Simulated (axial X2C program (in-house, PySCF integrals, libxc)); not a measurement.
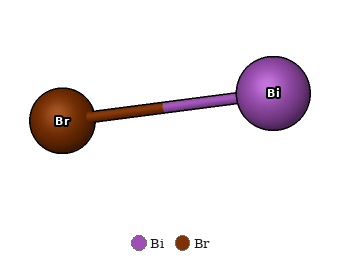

*The molecule at the reference distance of 2.664 Å.*

BiBr: relativistic diatomic calculation

BiBr, single determinant with Ω = 1 (not the lowest found). Level asked for: PBE0, two-component X2C with atomic mean-field Coulomb and Gaunt terms, Bi dyall-v2z, Br dyall-v2z (cores contracted) (axial X2C program (in-house, PySCF integrals, libxc)).

The input:
```
{"zs": [83, 35], "q": 0, "bas": ["dyall-v2z", "dyall-v2z"], "levels": ["PBE0", "HF", "LDA", "r2SCAN0"], "cc": false, "r0": 2.65, "npts": 10, "nst": 2, "ntry": 6, "opt": {"maxit": 3}}
```

The line is the task of a batch: nuclear charges, charge, bases, the levels to run, a first guess of the distance and further settings. This report covers PBE0 with spin-orbit coupling. The log is that of the reference distance 2.664 Å.

Hardware: 1 thread of Arm Neoverse N1, 54 GiB of memory available, shared host.

The run was one of a batch that the task file lists, launched with:
```bash
python <driver script> task.json out
```

Output:
```
two-component X2C + atomic mean field  PBE0
basis functions 182  fitting functions 1092  grid points 5801
iter        total energy     max residual
   1     -24148.081168001     3.83e-01
   2     -24148.083061099     1.29e-03
   3     -24148.083077013     1.92e-04
NOT converged
one-electron -34196.81415866  Coulomb 9990.05310160  exact exchange -122.16640887  xc functional -374.12295602  nuclear repulsion 577.04947362  atomic mean-field constant -22.08212869
```

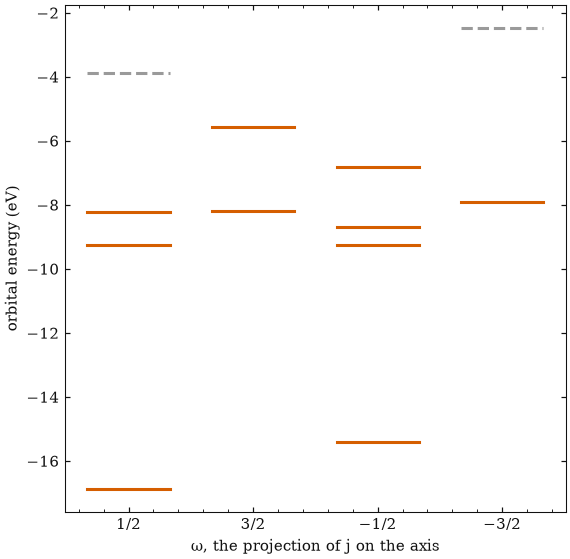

*Orbital energies near the frontier at 2.66 Å, filled (solid) and empty (dashed).*

The highest filled spinor (3/2; 87 % Bi p, 12 % Br p) lies at −5.57 eV, the lowest empty one (1/2; 79 % Bi p, 19 % Br p) at −3.89 eV.

What the run reported:

```tsv
quantity	value
outcome	not converged
wall time	9.7 s
```

Diagnosis:

One thing in this input was made wrong on purpose: few iterations (maxit = 3.0). The run did not meet its convergence test, so its last values are not results. To bear in mind: some points did not converge.
